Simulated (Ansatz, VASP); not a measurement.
## BiP: VASP beside Ansatz

Aim: how closely do two programs agree when they are given the same cell, functional and k mesh? The cell is generated by rule, not measured, and may not be a known phase. The cell is taken from a series of VASP runs on this material, whose earlier steps may have relaxed, scaled or displaced it; both programs get it as it stands. Valence electrons are named where the data sets of a main pair hold unlike numbers.

Main program and level: Ansatz 0.2.0; plane waves, with VASP 6.6.1 beside it; band structure at HSE06.

The structure was built from a prototype and need not be the compound's stable phase.

## (1) The structure

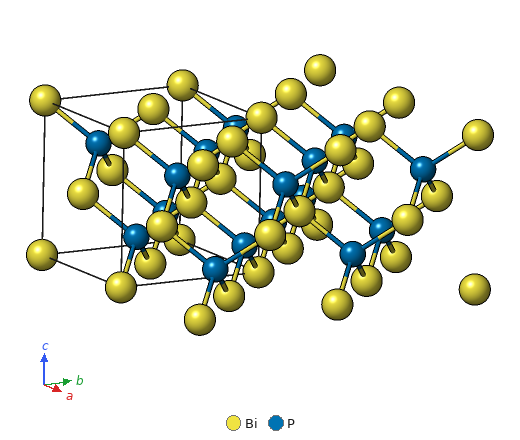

The cell as given, slightly off an axis (bismuth yellow, phosphorus blue). 2×2×1 cells are drawn. This picture shows the conventional cell, with its axes. Bonds to atoms that aren't drawn are left out. Some periodic images of atoms are drawn too.

Structure file:

```cif
data_structure
_symmetry_space_group_name_H-M 'F-43m'
_symmetry_Int_Tables_number 216
_cell_length_a 5.9583
_cell_length_b 5.9583
_cell_length_c 5.9583
_cell_angle_alpha 90.000
_cell_angle_beta 90.000
_cell_angle_gamma 90.000
_cell_volume 211.52
loop_
_atom_site_label
_atom_site_type_symbol
_atom_site_symmetry_multiplicity
_atom_site_Wyckoff_symbol
_atom_site_fract_x
_atom_site_fract_y
_atom_site_fract_z
_atom_site_occupancy
Bi1 Bi 4 a 0.00000 0.00000 0.00000 1
P1 P 4 d 0.25000 0.25000 0.75000 1
```

## (2) Ansatz: band structure, HSE06

Ansatz runs on its default PAW (the set named soft_2) files.

With cell and atoms fixed, the geometry can't cause a difference; cores, projectors, grids and the points listed under the comparison can.

Contents of input.yaml:

```yaml
crystal:
  lattice:
    - [0.0, 2.97913, 2.97913]
    - [2.97913, 0.0, 2.97913]
    - [2.97913, 2.97913, 0.0]
  atoms:
    - { symbol: Bi, position: [0.0, 0.0, 0.0] }
    - { symbol: P, position: [0.25, 0.25, 0.25] }
hamiltonian:
  xc: { exchange: pbe, correlation: pbe, exx: { coeff: 0.25, omega: 0.2 } }
  pseudopotentials: { kind: paw }
kpoints:
  mp_grid: { grid: [4, 4, 4] }
  band_path:
    path:
      - [0.0, 0.0, 0.0]
      - [0.5, 0.0, 0.5]
      - [0.5, 0.21429, 0.71429]
      - [0.41071, 0.33929, 0.75]
      - [0.16071, 0.16071, 0.32143]
      - [0.21429, 0.21429, 0.21429]
      - [0.55357, 0.39286, 0.55357]
      - [0.58929, 0.25, 0.66071]
      - [0.5, 0.28571, 0.71429]
      - [0.5, 0.5, 0.5]
      - [0.375, 0.375, 0.75]
      - [0.5, 0.0, 0.5]
    npoints: 1
scf:
  occupations: { method: gaussian, width: 0.02 }
  n_extra_bands: 7
output:
  forces: true
  stress: true
  eigenvalues: true
  write_density: true
  write_potential: true
  elf: true
  volumetric_format: npy
```

On the command line:

```
$ ansatz run input.yaml --threads 4 --pin off --max-ram 9216MiB --backend cpu --events-out ev --progress --plain --runs-dir out
```

Numbers of over 12 decimals in the logs are rounded to 6 here.

The log of the run:

```text
Warning: output.stress: scf.convergence.dr2_threshold = 1e-7 eV (the SCF's general default) is looser than the 2e-10 eV advised for a printed stress (1e-10 eV for each atom of the cell: 2). What an SCF threshold leaves in a stress goes as its square root, and in the free energy as the threshold itself, and one threshold admits the most on a small cell: [figures from the program's tests cut] Set scf.convergence.dr2_threshold to 2e-10 eV or tighter. The threshold is an SCF's pass mark: one that does not reach it within its budget of iterations ends unconverged, or closes short of it on a stop that the run arms, and scf.convergence.dr2_threshold's page says what that costs each kind of run
Warning: output.stress: scf.exx.energy_threshold = 1e-6 eV is looser than the 2e-8 eV advised for a stress under a hybrid functional (1e-8 eV for each atom of the cell: 2). Every SCF of the exchange loop can meet its threshold on dr2 while the loop round them stops early: no threshold on dr2 bounds what that leaves in the stress. Set scf.exx.energy_threshold to 2e-8 eV or tighter. The threshold is the loop's pass mark: a loop that does not reach it within its budget of cycles ends unconverged, and scf.exx.energy_threshold's page has the law
scf.n_extra_bands = 7 over 10 filled bands (N_el = 20.0): the run solves 17 bands
Engine: ansatz 0.2.0, aarch64-unknown-linux-gnu
Pseudopotentials: kind: paw
Pseudopotential: Bi, paw, valence charge 15, recommended cutoff 420 eV (normal), Bi.paw.azcp
Pseudopotential: P, paw, valence charge 5, recommended cutoff 420 eV (normal), P.paw.azcp
Functional definition: unnamed
  parameter a_1 = 0.25
  parameter omega_1 = 0.2/angstrom
  exchange = pbe_x + (-a_1)*pbe_x_sr(omega_1) + a_1*exact_x_sr(omega_1)
  correlation = pbe_c
Crystal: 2 atoms, lattice volume = 52.881 Å³
Basis set: ecut = 420 eV, 1037 PW (Γ), exchange–correlation on 60×60×60 points (8 copies of the dense FFT grid, shifted against one another)
Bands: 17, of which v1, the nominal top of the filled ones, is band 10 counted from 1 (9 counted from 0)
Symmetry: 24 space group operations
Space group: F-43m (ITA 216), of the structure as read, at distance tolerance 3.8e-5 Å
k-points: 8 of 64 (time reversal used)
Non-local potential: Bi, projectors of the file, l = 0: 2, l = 1: 2, l = 2: 2, l = 3: 2
Non-local potential: P, projectors of the file, l = 0: 2, l = 1: 2, l = 2: 2
PAW form: soft (Blöchl's): semilocal exchange-correlation on the pseudo side does not see the compensation charge
PAW frozen core: Bi, regenerated for the run's functional, and the local potential with it (the file was generated under x = pbe(κ = 0.804, μ = 0.219515), c = pbe(β = 0.066725))
PAW frozen core: P, regenerated for the run's functional, and the local potential with it (the file was generated under x = pbe(κ = 0.804, μ = 0.219515), c = pbe(β = 0.066725))
PAW one-centre angular grid: Bi, 590 points (default); XC on 64 Gauss nodes
PAW one-centre angular grid: P, 110 points (default); XC on 64 Gauss nodes
Initial density: superposition of atomic densities (neutral atoms: chi_scale 0, normalization atom), corrected by the library's trained network
Initial wavefunctions: pseudopotential atomic-orbital guess
Functional: x = pbe(κ = 0.804, μ = 0.219515), c = pbe(β = 0.066725), warm-up for x = pbe(κ = 0.804, μ = 0.219515) + 0.25 (exact − pbe) at short range (hse, ω = 0.2 Å⁻¹), c = pbe(β = 0.066725)
SCF iter   1: F=—  HF=-13151.053448 eV  |F-HF|=—  |Δ(HF+E_count)|=         —  Δρ=2.28e-3  dr2=4.46e-3  ethr=1.77e-3  ⟨swp⟩=11.6  Hψ=735  notcnv=0
preconditioner: auto → none  [insulator: Δε(μ)=0.833 eV  Ē_g=12.052 eV  σ=0.020 eV  W_gap=0.50  n_scr=14 (ndim 8)  ℏωp=16.1 eV  f_vac=0.001  D(μ)=5.29/eV (n_scr^D=64)]
SCF iter   2: F=—  HF=-13151.053742 eV  |F-HF|=—  |Δ(HF+E_count)|=   2.94e-4  Δρ=1.05e-3  dr2=8.65e-4  ethr=2.23e-5  ⟨swp⟩=4.1  Hψ=410  notcnv=0  defer=5
iter 3 solved again at ethr=4.59e-8 eV; its pass at ethr=4.33e-6 eV (dr2=9.17e-6 eV) is discarded
SCF iter   3: F=—  HF=-13151.053760 eV  |F-HF|=—  |Δ(HF+E_count)|=   1.87e-5  Δρ=1.56e-4  dr2=8.77e-6  ethr=4.59e-8  ⟨swp⟩=4.0  Hψ=592  notcnv=0
SCF iter   4: F=—  HF=-13151.053765 eV  |F-HF|=—  |Δ(HF+E_count)|=   5.01e-6  Δρ=3.63e-5  dr2=8.92e-7  ethr=4.39e-8  ⟨swp⟩=2.9  Hψ=229  notcnv=0
SCF iter   5: F=—  HF=-13151.053766 eV  |F-HF|=—  |Δ(HF+E_count)|=   2.84e-7  Δρ=4.92e-6  dr2=5.69e-9  ethr=4.46e-9  ⟨swp⟩=3.2  Hψ=260  notcnv=0
SCF iter   6: F=-13151.053766 eV  HF=-13151.053766 eV  |F-HF|=6.55e-11  |Δ(HF+E_count)|=   1.17e-8  Δρ=1.19e-6  dr2=3.83e-10  ethr=2.84e-11  ⟨swp⟩=4.1  Hψ=366  notcnv=0
SCF 1 converged in 6 iterations: F = -13151.053766 eV  dr2 = 3.83e-10
  greatest PAW one-centre occupation: 0.988 electrons in one spin orbital (limit 2), on the Bi atom at site 0 (counted from 0), in its partial waves of l = 2
Initial density: handed on by an earlier stage of this run
Initial wavefunctions: those handed on with the density
Functional: x = pbe(κ = 0.804, μ = 0.219515) + 0.25 (exact − pbe) at short range (hse, ω = 0.2 Å⁻¹), c = pbe(β = 0.066725)
Exchange kernel: α = 0.2500, screened, ω = 0.2000 Å⁻¹, Wigner–Seitz truncation, v(0) = 1111.2610 eV·Å³, q-mesh 4×4×4, nearest image of the exchange supercell L = 16.85 Å, pair-density grid 18×18×18, without the augmentation charges, whose exchange is taken in its separable form by FFT convolution over the k-point mesh (sized by the pseudopotential files, 24×24×24 at the most), smooth part of the exact exchange by density-matrix convolution
Frozen-core exchange: fock
iter 1 solved again at ethr=2.87e-5 eV; its pass at ethr=1.00e-1 eV (dr2=5.74e-3 eV) is discarded
SCF iter   1: F=—  HF=-13155.139026 eV  |F-HF|=—  |Δ(HF+E_count)|=         —  Δρ=3.91e-3  dr2=6.13e-3  ethr=2.87e-5  ⟨swp⟩=5.1  Hψ=734  notcnv=0
preconditioner: auto → none  [insulator: Δε(μ)=0.947 eV  Ē_g=13.371 eV  σ=0.020 eV  W_gap=0.50  n_scr=14 (ndim 8)  ℏωp=16.1 eV  f_vac=0.000  D(μ)=5.29/eV (n_scr^D=64)]
SCF iter   2: F=—  HF=-13155.137105 eV  |F-HF|=—  |Δ(HF+E_count)|=   1.92e-3  Δρ=1.37e-3  dr2=9.71e-4  ethr=2.87e-5  ⟨swp⟩=3.0  Hψ=332  notcnv=0
[...]
SCF iter   4: F=—  HF=-13155.136953 eV  |F-HF|=—  |Δ(HF+E_count)|=   9.29e-6  Δρ=7.64e-5  dr2=1.75e-4  ethr=4.65e-7  ⟨swp⟩=3.0  Hψ=255  notcnv=0
SCF iter   5: F=—  HF=-13155.139367 eV  |F-HF|=—  |Δ(HF+E_count)|=   2.41e-3  Δρ=4.13e-4  dr2=5.49e-5  ethr=5.94e-9  ⟨swp⟩=5.6  Hψ=571  notcnv=0
SCF iter   6: F=—  HF=-13155.139351 eV  |F-HF|=—  |Δ(HF+E_count)|=   1.61e-5  Δρ=2.47e-5  dr2=3.30e-6  ethr=5.94e-9  ⟨swp⟩=4.0  Hψ=337  notcnv=0
SCF iter   7: F=—  HF=-13155.139351 eV  |F-HF|=—  |Δ(HF+E_count)|=   5.96e-8  Δρ=4.40e-6  dr2=3.22e-6  ethr=1.16e-9  ⟨swp⟩=3.0  Hψ=293  notcnv=0
SCF iter   8: F=-13155.139378 eV  HF=-13155.139379 eV  |F-HF|=8.72e-7  |Δ(HF+E_count)|=   2.83e-5  Δρ=5.22e-5  dr2=1.54e-6  ethr=9.93e-11  ⟨swp⟩=5.2  Hψ=554  notcnv=0
SCF 2 stopped early in 8 iterations: F = -13155.139378 eV  dr2 = 1.54e-6
hybrid outer 1: dexx = +2.632e-3 eV, tail = 1.09e-5 eV
Exchange kernel: α = 0.2500, screened, ω = 0.2000 Å⁻¹, Wigner–Seitz truncation, v(0) = 1111.2610 eV·Å³, q-mesh 4×4×4, nearest image of the exchange supercell L = 16.85 Å, pair-density grid 18×18×18, without the augmentation charges, whose exchange is taken in its separable form by FFT convolution over the k-point mesh (sized by the pseudopotential files, 24×24×24 at the most), smooth part of the exact exchange by density-matrix convolution
Frozen-core exchange: fock
SCF iter   1: F=—  HF=-13155.139303 eV  |F-HF|=—  |Δ(HF+E_count)|=         —  Δρ=1.38e-5  dr2=5.51e-7  ethr=2.71e-7  ⟨swp⟩=2.5  Hψ=276  notcnv=0
preconditioner: auto → none  [insulator: Δε(μ)=0.933 eV  Ē_g=13.376 eV  σ=0.020 eV  W_gap=0.50  n_scr=14 (ndim 8)  ℏωp=16.1 eV  f_vac=0.000  D(μ)=5.29/eV (n_scr^D=64)]
SCF iter   2: F=—  HF=-13155.139303 eV  |F-HF|=—  |Δ(HF+E_count)|=   2.10e-7  Δρ=8.66e-6  dr2=4.94e-7  ethr=3.94e-10  ⟨swp⟩=4.4  Hψ=384  notcnv=0
SCF iter   3: F=—  HF=-13155.139303 eV  |F-HF|=—  |Δ(HF+E_count)|=  4.73e-10  Δρ=1.63e-6  dr2=4.74e-7  ethr=1.13e-10  ⟨swp⟩=2.8  Hψ=244  notcnv=0  defer=2
SCF iter   4: F=—  HF=-13155.139313 eV  |F-HF|=—  |Δ(HF+E_count)|=   1.05e-5  Δρ=8.72e-6  dr2=5.95e-8  ethr=6.58e-12  ⟨swp⟩=5.6  Hψ=535  notcnv=0
SCF iter   5: F=-13155.139313 eV  HF=-13155.139313 eV  |F-HF|=4.95e-10  |Δ(HF+E_count)|=   1.61e-8  Δρ=2.78e-6  dr2=6.43e-9  ethr=6.58e-12  ⟨swp⟩=4.0  Hψ=323  notcnv=0
SCF 3 converged in 5 iterations: F = -13155.139313 eV  dr2 = 6.43e-9
  Residual-converged pass: ⟨swp⟩=2.8  Hψ=224  notcnv=0  max |occ|·‖R‖ = 2.2e-6 eV (tolerance 2.4e-6 eV)  dr2=6.43e-9  dr2_onsite=4.36e-10  max |Δocc| = 0.0e0
hybrid outer 2: dexx = +1.662e-7 eV, tail = 1.58e-8 eV, Δε = 1.90e-3 eV (about 1.02e-4 eV left of the loop's levels)
NSCF: frozen V_eff on 12 k-points
hybrid SCF converged: 2 outer / 13 inner (+6 warm-up), last move |dexx| = 1.66e-7 eV, tail = 1.58e-8 eV
Stability not checked: this state was not tested for a lower state beside it, because the functional holds exact exchange (a hybrid, or Hartree-Fock), whose exchange loop this test does not read (fock_operator; see scf.lower_state_search)
Free energy (F): -13155.139313 eV
Frozen-core exchange: fock
Harris-Foulkes:  -13155.139313 eV  (|F-HF|=4.95e-10)
Internal energy: -13155.138256 eV  (E = F + TS)
E sigma→0 (E₀):  -13155.138784 eV
Entropy (-TS):   -0.001058 eV (-0.529 meV/atom)
Fermi energy:    9.414389 eV
--- Per-component energies (eV) ---
  E_band       = -137.085257
  E_kinetic    = 374.417198
  E_local      = -1713.850347  (includes V_loc(G=0)·N_el)
  E_nonlocal   = 597.252118
  E_hartree    = 568.895620
  E_xc         = -172.493426
  E_vxc        = -165.716784  (∫ρ·V_xc dr)
  E_exx        = -43.352769  (= α·E_x^exact, valence–valence)
  E_paw        = -11235.666613  (= ΣΔE_a)
  E_vpaw       = -280.273310  (= ΣTr[D̂ρ^β])
  E_aug_tail   = -0.000435  (compensation charges beyond the density's cutoff)
  E_ewald      = -1530.416276
  E_core_change = 0.076674  (= ΣΔE_core)
  E_smearing   = -0.001058  (= −TS)
  E_closure    = 0.000000  (closes the sum)
  Σ components = -13155.139313   (vs F -13155.139313, Δ=0.00e0)
--- Forces (eV/Å), atoms counted from 1 ---
  atom   1  Bi    -0.00000000    -0.00000000     0.00000000
  atom   2  P      0.00000000    -0.00000000    -0.00000000
  max |Σ_I F_I| component: 7.40e-16 eV/Å
--- Stress (GPa, compression-positive) ---
       14.980310      -0.000000      -0.000000
        0.000000      14.980310       0.000000
       -0.000000       0.000000      14.980310
  P = ⅓ Tr σ = 14.9803 GPa (149.803 kbar)
--- Band table (eV; the first three rows and the last of 8) ---
  k-point 0: bands = [... 6 lower, 4.1593, 6.8264, 6.8264, 6.8264, 10.4476, 10.4476, 10.4476, 14.2494, ... 3 higher]
  k-point 1: bands = [... 6 lower, 1.0710, 6.0801, 6.0801, 6.9788, 11.4266, 11.4266, 12.1953, 16.0707, ... 3 higher]
  k-point 2: bands = [... 6 lower, -1.4836, 5.5665, 5.5665, 6.5265, 11.7868, 11.7868, 14.8305, 16.4461, ... 3 higher]
  k-point 7: bands = [... 6 lower, -2.9627, 3.4323, 3.5390, 10.3473, 11.9972, 12.0427, 13.4403, 17.3902, ... 3 higher]
```

Elapsed: 21 s, on 4 threads of Arm Neoverse V1, shared host; peak memory 0.66 GiB.

The column dr2 measures how far the density is from self-consistency, as an energy; F and HF (Harris–Foulkes) agree once it is small.

(Part 1 of 2 ends here.)

[Lines on the potential files, build, host, timing and source positions are cut from VASP's logs without a mark.]

[Logs are printed without paths, hosts, clocks, repeated set-up lines and the standing remarks that a program may print on its own settings, such as how far it seeks lower states.]

[Hosts, paths, dates, database ids (printed as entryN), source tags and the programs' standing remarks are cut or masked in the printed files.]
